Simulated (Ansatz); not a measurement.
**Ligand exchange: GaH(SH)2 + AlH2(SH) → Ga(SH)3 + AlH3**

Species: GaH(SH)2, singlet; AlH2(SH), singlet; Ga(SH)3, singlet; AlH3 `[AlH3]`, singlet. The partners trade H for SH: Ga–H and Al–SH bonds give way to Ga–SH and Al–H.

Shapes, held fixed at every level: PBE0-D4/def2-TZVP. Flexible molecules stand in one conformer, not always the lowest. Programs: Ansatz 0.2.0. The zero-point and thermal change to 298 K, harmonic and unscaled (PBE0-D4/def2-TZVP), is -1.7 kJ/mol.

| level | kind | ΔH(298 K) (kJ/mol) | less CCSD(T)/def2-TZVPP |
| --- | --- | --- | --- |
| HF/def2-SVP | Hartree–Fock | +34.7 | +0.6 |
| SPW92/def2-TZVPP | LDA | +44.4 | +10.3 |
| PBE-D4/def2-TZVPP | GGA | +38.0 | +3.9 |
| r2SCAN-D4/def2-TZVPP | meta-GGA | +40.2 | +6.1 |
| B3LYP-D4/def2-TZVPP | global hybrid | +33.7 | -0.4 |
| BHLYP-D4/def2-TZVPP | global hybrid | +32.1 | -2.0 |
| wB97M-V/def2-TZVPP | range-separated hybrid | +37.9 | +3.8 |
| CCSD(T)/def2-TZVPP | coupled cluster or CI | +34.1 | 0.0 |

The highest level, CCSD(T)/def2-TZVPP, gives ΔH(298 K) = +34.1 kJ/mol; the levels span +32.1 to +44.4. The column of differences is taken from that level and isn't an error. No measured value is set beside it here. Relativity is left out for Ga. Outer-core shells of Ga are correlated, in sets that cover them unevenly.

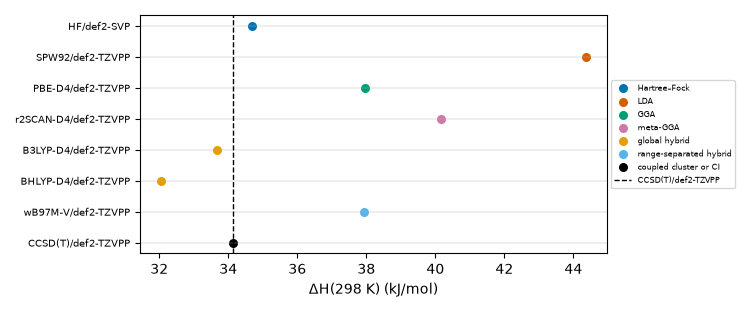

The values of the table, level by level.
